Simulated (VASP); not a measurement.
Band structure of AlGa$_{3}$N$_{4}$ (ordered alloy cell). Level of theory: PBEsol GGA, VASP's PBE PAW potentials (set 64) (plane waves; VASP).

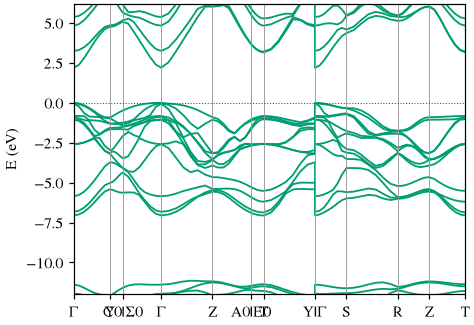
Figure. Bands along high-symmetry lines, zero at the valence-band maximum or, without a gap, the Fermi level

**Question.** Read the plot: is there a gap, and where are the band edges?

**Answer.** The gap is direct, 2.19 eV, from the valence maximum at Γ to the conduction minimum at Γ. (Edges off the drawn lines would not show.)

The structure was generated: AlGa3N4 was put into an ordered model structure (Amm2), which need not be its known phase. It was relaxed first.
